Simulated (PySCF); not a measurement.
# SiHTeCl3 (SMILES Cl[Si](Cl)(Cl)[TeH]): MP2/ma-def2-SVP (core potential)

What is the vertical singlet–triplet gap of SiHTeCl3 at MP2/ma-def2-SVP (core potential)? Input form: a Python script.

The results are computed with PySCF 2.14.0.

## (1) The structure to begin with

SiHTeCl3 has 6 atoms, charge 0, and is taken as a singlet. As SMILES, `Cl[Si](Cl)(Cl)[TeH]`. The shape is that of a PBE0-D4/def2-TZVP optimisation.

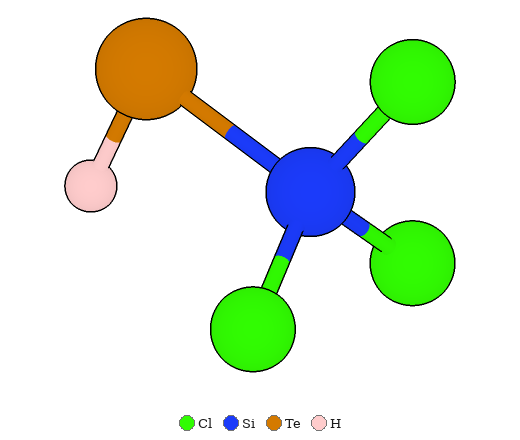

The structure, seen from a chosen angle (chlorine green, silicon blue, tellurium orange, hydrogen pink).

## (2) The energy at MP2/ma-def2-SVP (core potential)

geometry.xyz

```xyz
6
Cl3HSiTe
Cl    -0.715400    -1.045700     1.752700
Si     0.251100    -0.479700     0.052400
Cl     2.191700    -1.088300     0.159900
Cl    -0.657800    -1.437500    -1.497400
Te     0.315000     1.970200    -0.241400
H     -1.342500     2.016800    -0.272400
```

input.py

```python
# Cl[Si](Cl)(Cl)[TeH]
from pyscf import gto, mp

mol = gto.M(
    atom='geometry.xyz',
    verbose=3,
    ecp={'Te': 'def2-svp'},
    basis='ma-def2-svp',
    max_memory=1860,
)

myscf = mol.RHF()
myscf.conv_tol = 1e-10
myscf.kernel()
if not myscf.converged:
    myscf = myscf.newton().run(myscf.mo_coeff, myscf.mo_occ)

pt = mp.MP2(myscf, frozen=24).run()
e_final = pt.e_tot
print('E = %.10f Eh' % e_final)
```

On the command line:

```
$ OMP_NUM_THREADS=1 python input.py
```

The log of the run:

```text
converged SCF energy = -1934.65972578827
E(RMP2) = -1935.27112698983  E_corr = -0.611401201553935
E(SCS-RMP2) = -1935.24692719219  E_corr = -0.587201403913805
E = -1935.2711269898 Eh
```

Wall time 7.5 s (1 thread of Arm Neoverse N1, shared host); peak memory 0.42 GiB.

## (3) The triplet

calc.py

```python
from pyscf import gto, mp

mol = gto.M(
    atom='''
Cl    -0.715400    -1.045700     1.752700
Si     0.251100    -0.479700     0.052400
Cl     2.191700    -1.088300     0.159900
Cl    -0.657800    -1.437500    -1.497400
Te     0.315000     1.970200    -0.241400
H     -1.342500     2.016800    -0.272400
''',
    verbose=4,
    max_memory=1860,
    basis='ma-def2-svp',
    ecp={'Te': 'def2-svp'},
    spin=2,
)

mf = mol.UHF()
mf.conv_tol = 1e-10
mf.kernel()
if not mf.converged:
    mf = mf.newton().run(mf.mo_coeff, mf.mo_occ)

pt = mp.MP2(mf, frozen=24).run()
e_final = pt.e_tot
print('E(%s) = %.9f' % ('MP2', e_final))
```

On the command line:

```
$ OMP_NUM_THREADS=1 python calc.py
```

The log of the run:

```text
PySCF version 2.14.0

[INPUT] num. atoms = 6
[INPUT] num. electrons = 90
[INPUT] charge = 0
[INPUT] spin (= nelec alpha-beta = 2S) = 2
[INPUT] symmetry False subgroup None
[INPUT] Mole.unit = angstrom
[INPUT] Symbol           X                Y                Z      unit          X                Y                Z       unit  Magmom
[INPUT]  1 Cl    -0.715400000000  -1.045700000000   1.752700000000 AA   -1.351910069514  -1.976086608458   3.312122978525 Bohr   0.0
[INPUT]  2 Si     0.251100000000  -0.479700000000   0.052400000000 AA    0.474510229878  -0.906501621954   0.099021648927 Bohr   0.0
[INPUT]  3 Cl     2.191700000000  -1.088300000000   0.159900000000 AA    4.141712747209  -2.056588941364   0.302167207318 Bohr   0.0
[INPUT]  4 Cl    -0.657800000000  -1.437500000000  -1.497400000000 AA   -1.243061844739  -2.716481304062  -2.829675898924 Bohr   0.0
[INPUT]  5 Te     0.315000000000   1.970200000000  -0.241400000000 AA    0.595263729238   3.723138410618  -0.456179886470 Bohr   0.0
[INPUT]  6 H     -1.342500000000   2.016800000000  -0.272400000000 AA   -2.536957322229   3.811199648023  -0.514761396332 Bohr   0.0

nuclear repulsion = 588.090962169913
number of shells = 54
number of NR pGTOs = 229
number of NR cGTOs = 120
basis = ma-def2-svp
ecp = {'Te': 'def2-svp'}

******** <class 'pyscf.scf.uhf.UHF'> ********
method = UHF
initial guess = minao
damping factor = 0
level_shift factor = 0
DIIS = <class 'pyscf.scf.diis.CDIIS'>
diis_start_cycle = 1
diis_space = 8
diis_damp = 0
SCF conv_tol = 1e-10
SCF conv_tol_grad = None
SCF max_cycles = 50
direct_scf = True
direct_scf_tol = 1e-13
number electrons alpha = 46  beta = 44
Set gradient conv threshold to 1e-05
init E= -1906.58996867709
[... the frontier-level lines of each cycle are left out ...]


cycle= 1 E= -1932.92232366505  delta_E= -26.3  |g|= 1.56  |ddm|= 5.79


cycle= 2 E= -1931.5733377525  delta_E= 1.35  |g|= 1.54  |ddm|= 18.3


cycle= 3 E= -1934.03675559636  delta_E= -2.46  |g|= 0.552  |ddm|=   18


cycle= 4 E= -1934.49239592555  delta_E= -0.456  |g|= 0.169  |ddm|= 1.66
cycle= 5 E= -1934.51576757899  delta_E= -0.0234  |g|= 0.0717  |ddm|= 0.379
cycle= 6 E= -1934.52162531643  delta_E= -0.00586  |g|= 0.0342  |ddm|= 0.222
cycle= 7 E= -1934.52336169555  delta_E= -0.00174  |g|= 0.0112  |ddm|= 0.182
cycle= 8 E= -1934.52368563635  delta_E= -0.000324  |g|= 0.0065  |ddm|= 0.106
cycle= 9 E= -1934.5239297265  delta_E= -0.000244  |g|= 0.00514  |ddm|= 0.114
cycle= 10 E= -1934.52414767283  delta_E= -0.000218  |g|= 0.00432  |ddm|= 0.125
cycle= 11 E= -1934.52448234908  delta_E= -0.000335  |g|= 0.00296  |ddm|= 0.255
cycle= 12 E= -1934.52469421195  delta_E= -0.000212  |g|= 0.0014  |ddm|= 0.311
cycle= 13 E= -1934.52471551231  delta_E= -2.13e-05  |g|= 0.000685  |ddm|= 0.0793
cycle= 14 E= -1934.524721838  delta_E= -6.33e-06  |g|= 0.000262  |ddm|= 0.0678
cycle= 15 E= -1934.52472203081  delta_E= -1.93e-07  |g|= 0.000115  |ddm|= 0.00497
cycle= 16 E= -1934.52472207459  delta_E= -4.38e-08  |g|= 5.67e-05  |ddm|= 0.00184
cycle= 17 E= -1934.52472209006  delta_E= -1.55e-08  |g|= 2.44e-05  |ddm|= 0.00113
cycle= 18 E= -1934.52472209279  delta_E= -2.73e-09  |g|= 1.09e-05  |ddm|= 0.000426
cycle= 19 E= -1934.52472209323  delta_E= -4.39e-10  |g|= 5.66e-06  |ddm|= 0.000468
cycle= 20 E= -1934.52472209339  delta_E= -1.63e-10  |g|= 2.39e-06  |ddm|= 0.000134
cycle= 21 E= -1934.52472209341  delta_E= -2.41e-11  |g|= 1.1e-06  |ddm|= 7.37e-05
Extra cycle  E= -1934.52472209342  delta_E= -3.64e-12  |g|= 7.83e-07  |ddm|= 1.09e-05
converged SCF energy = -1934.52472209342  <S^2> = 2.0244334  2S+1 = 3.016245

******** <class 'pyscf.mp.ump2.UMP2'> ********
nocc = (np.int64(22), np.int64(20)), nmo = (96, 96)
frozen orbitals 24
E(UMP2) = -1935.12127741461  E_corr = -0.596555321192431
E(SCS-UMP2) = -1935.09684169663  E_corr = -0.572119603214983
E_corr(same-spin) = -0.165861671787617
E_corr(oppo-spin) = -0.430693649404815
E(MP2) = -1935.121277415
```

Wall time 16 s (1 thread of Arm Neoverse N1, shared host); peak memory 0.46 GiB.

## (4) Results

At MP2/ma-def2-SVP (core potential), 24 core orbitals frozen:

| quantity | value |
| --- | --- |
| singlet: total energy | -1935.27113 Eh |
| singlet: dipole moment (Hartree–Fock density) | 1.56 D |
| singlet: HOMO energy (Hartree–Fock orbitals) | -9.44 eV |
| singlet: LUMO energy (Hartree–Fock orbitals) | 1.07 eV |
| singlet: HOMO–LUMO gap (Hartree–Fock orbitals) | 10.51 eV |
| singlet: correlation energy (24 core orbitals frozen) | -611.4 mEh |
| triplet: total energy | -1935.12128 Eh |
| triplet: dipole moment (Hartree–Fock density) | 2.10 D |
| triplet: HOMO energy (Hartree–Fock orbitals) (highest over α and β) | -5.40 eV |
| triplet: LUMO energy (Hartree–Fock orbitals) (lowest over α and β) | -1.78 eV |
| triplet: correlation energy (24 core orbitals frozen) | -596.6 mEh |
| triplet: ⟨S²⟩ of the reference determinant | 2.024 |
| vertical energy of the triplet above the singlet | 4.078 eV |

What this shows: At this shape the triplet lies 4.08 eV (393 kJ/mol) above the singlet. Mulliken charges (triplet) of the mean-field density run from -0.23 on Cl1 to +0.58 on Si2; they depend strongly on the basis.
